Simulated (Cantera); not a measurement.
Feed: 1 mol SiHCl3, 0.11 mol HCl, 39 mol N2, held at 95.0 mbar.

Cantera equilibrium calculation (NASA polynomials, part measured and part estimated; ideal gas, pure solids and liquids). Candidate condensed phases: NH4Cl, Si, Si3N4; 28 gas species. N2 is the only nitrogen source here; it is nearly inert below about 1500 K, so the nitride shown seldom forms there in practice. The tables' values for SiCl3 are old estimates; treat these amounts as uncertain. Kinetics and transport are ignored.

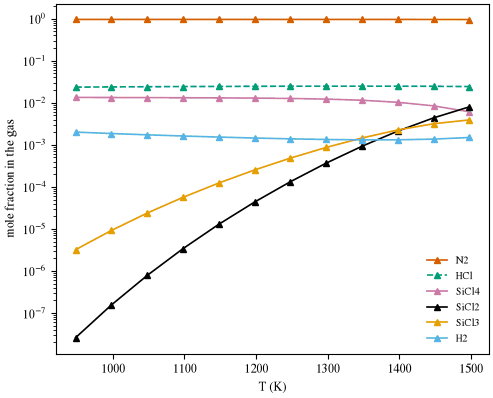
*Equilibrium gas composition (values under 1e-9 drawn at 1e-9)*

From 948 K to 1498 K the condensed part is Si3N4(s). The main Si-bearing gas is SiCl4 at 948 K and SiCl2 at 1498 K.
